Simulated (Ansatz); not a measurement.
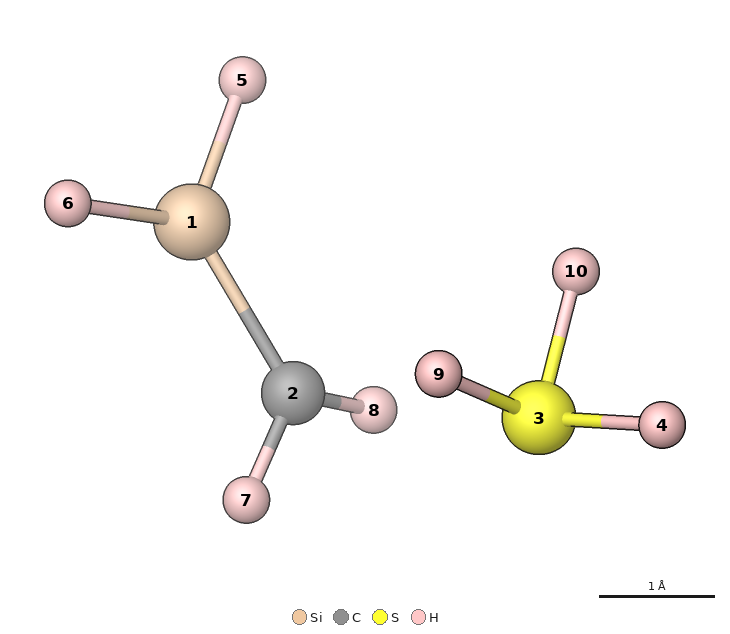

Orthographic view. Atoms fade into the background with distance from the viewer. The species has charge +1 and is a spin singlet. The computed structure is the end point of a PBE-D4/def2-SVP optimisation. No frequency run is at hand to confirm it as a minimum.

Write the connection table.

Si1: C2, H5, H6
C2: Si1, H7, H8
S3: H4, H9, H10
H4: S3
H5: Si1
H6: Si1
H7: C2
H8: C2
H9: S3
H10: S3
